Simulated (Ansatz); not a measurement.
**SiH4O4 (orthosilicic acid): B3LYP/x2c-TZVPall (sfX2C, start density atoms, xc a0 0.1)**

What is the vertical electron affinity of SiH4O4 (orthosilicic acid) at B3LYP/x2c-TZVPall (sfX2C, start density atoms, xc a0 0.1)? 

The calculation is run with Ansatz 0.2.0.

9 further runs of the same task are left out: 2 for a known fault of the program, 2 that didn't finish, 5 set aside as unsound or not needed.

## Step 1: The molecule

SiH4O4 has 9 atoms, charge 0, and is taken as a singlet. SMILES: `O[Si](O)(O)O`. The coordinates come from a PBE0-D4/def2-TZVP relaxation. This is one conformer, not always the lowest.

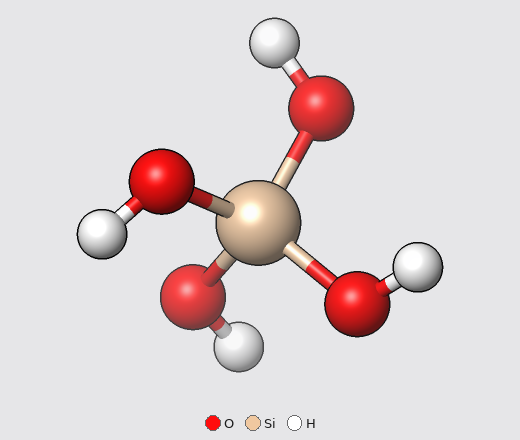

The structure, seen from a chosen angle (oxygen red, silicon light orange, hydrogen white).

## Step 2: A single-point energy at B3LYP/x2c-TZVPall (sfX2C, start density atoms, xc a0 0.1)

The input, molecule.yaml:

```yaml
basis:
  gaussian: {orbitals: x2c-TZVPall.json}
crystal:
  periodic: [false, false, false]
  atoms:
    - {symbol: O, position_ang: [-0.969050, 0.776350, -1.057560]}
    - {symbol: Si, position_ang: [0.000010, 0.000030, -0.000040]}
    - {symbol: O, position_ang: [1.527610, 0.433680, -0.372150]}
    - {symbol: O, position_ang: [-0.043140, -1.629280, -0.059900]}
    - {symbol: O, position_ang: [-0.515400, 0.419370, 1.489460]}
    - {symbol: H, position_ang: [-0.639460, 0.869750, -1.952330]}
    - {symbol: H, position_ang: [2.226280, -0.135170, -0.046190]}
    - {symbol: H, position_ang: [-0.768040, -2.056130, 0.398680]}
    - {symbol: H, position_ang: [-0.818790, 1.321420, 1.600040]}
hamiltonian: {xc: {name: B3LYP, parameters: {a0: 0.1}}}
output: {orbitals: {seedname: orbitals}}
```

The basis set x2c-TZVPall is read from a file made from the Basis Set Exchange's data (not shown).

The run is started by

```console
ansatz run molecule.yaml --threads 1 --pin off --max-ram 3480MiB --events-out events.jsonl --progress --plain --runs-dir runs
```

Output:

```text
Warning: RAYON_NUM_THREADS=1 ignored (pool sized by the plan → 1); use --threads N
Functional definition: B3LYP
  name "B3LYP"
  parameter a0 = 0.2
  parameter ax = 0.72
  parameter ac = 0.81
  exchange = (1 - a0 - ax)*slater_x + ax*b88_x + a0*exact_x
  correlation = (1 - ac)*vwn_rpa_c + ac*lyp_c
  with a0 = 0.1 from the input
1037 factors; their error is unknown
mean field evaluation 1: about -16132.0954 eV, gradient 1.1e2 eV
mean field evaluation 2: about -16092.3760 eV, gradient 1.9e2 eV
mean field evaluation 4: about -16150.8009 eV, gradient 9.2e-1 eV
mean field evaluation 8: about -16150.8070 eV, gradient 3.2e-2 eV
mean field -16150.80700228 eV, -593.5312099236 hartree, gradient 4.8e-5 eV, S^2 0.000000; 0 other end points of the search recorded, 0 dependent functions left out
reference -16150.80723200 eV, -593.5312183657 hartree; 25, 25 occupied and 160, 160 virtual orbitals, 1037 factors
Total energy: -16150.80723200 eV, -593.5312183657 hartree
Relativity: scalar
```

Run time: 8.1 s. Hardware: 1 thread of Arm Neoverse V1, shared host.

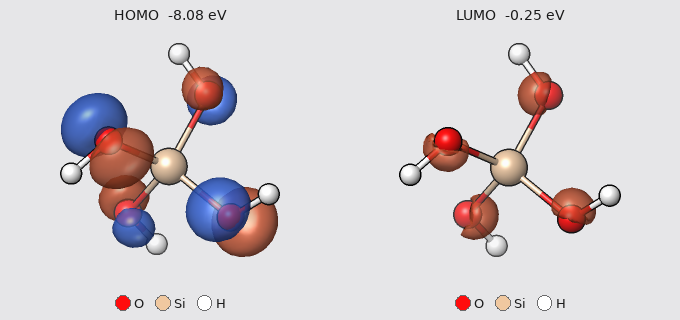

Frontier orbitals of this run, surfaces at ±0.2 Å^-3/2.

## Step 3: The doublet anion, same level

molecule.yaml, as its differences from that of step 2:

```diff
@@ -16 +16,3 @@
 output: {orbitals: {seedname: orbitals}}
+total_charge: -1
+magnetization: {spin_polarized: true, initial_magnetization: 1}
```

The basis set x2c-TZVPall is read from a file made from the Basis Set Exchange's data (not shown).

The run is started by

```console
ansatz run molecule.yaml --threads 1 --pin off --max-ram 3480MiB --events-out events.jsonl --progress --plain --runs-dir runs
```

Output, shortened:

```text
Warning: RAYON_NUM_THREADS=1 ignored (pool sized by the plan → 1); use --threads N
[... 7 set-up lines as earlier in the session ...]
  with a0 = 0.1 from the input
1037 factors; their error is unknown
mean field evaluation 1: about -16140.3926 eV, gradient 5.4e1 eV
mean field evaluation 2: about -16120.3894 eV, gradient 9.4e1 eV
mean field evaluation 4: about -16149.1888 eV, gradient 1.5e0 eV
mean field evaluation 8: about -16149.2009 eV, gradient 2.3e-1 eV
mean field evaluation 16: about -16149.2010 eV, gradient 2.0e-5 eV
mean field -16149.20102771 eV, -593.4721914469 hartree, gradient 2.0e-5 eV, S^2 0.750429; 0 other end points of the search recorded, 0 dependent functions left out
reference -16149.20134700 eV, -593.4722031805 hartree; 26, 25 occupied and 159, 160 virtual orbitals, 1037 factors
Total energy: -16149.20134700 eV, -593.4722031805 hartree
Relativity: scalar
```

It took 16 s on 1 thread of Arm Neoverse V1, shared host; peak memory 0.53 GiB.

## Step 4: Results

Level: B3LYP/x2c-TZVPall (sfX2C, start density atoms, xc a0 0.1).

| quantity | value |
| --- | --- |
| singlet SiH4O4: total energy | -593.53122 Eh |
| singlet SiH4O4: HOMO energy | -8.08 eV |
| singlet SiH4O4: LUMO energy | -0.25 eV |
| singlet SiH4O4: HOMO–LUMO gap | 7.83 eV |
| doublet anion: total energy | -593.47220 Eh |
| doublet anion: HOMO energy (highest over α and β) | 3.45 eV |
| doublet anion: LUMO energy (lowest over α and β) | 4.29 eV |
| doublet anion: ⟨S²⟩ | 0.750 |
| vertical electron affinity (to the doublet anion) | -1.606 eV |

What this shows: The anion lies 1.61 eV (155 kJ/mol) above the neutral: the electron isn't bound at this level, and such a value depends on the basis. Without diffuse functions anions come out too high. The HOMO (doublet anion) lies at positive energy, 3.45 eV; only total energies tell whether the electron is bound.
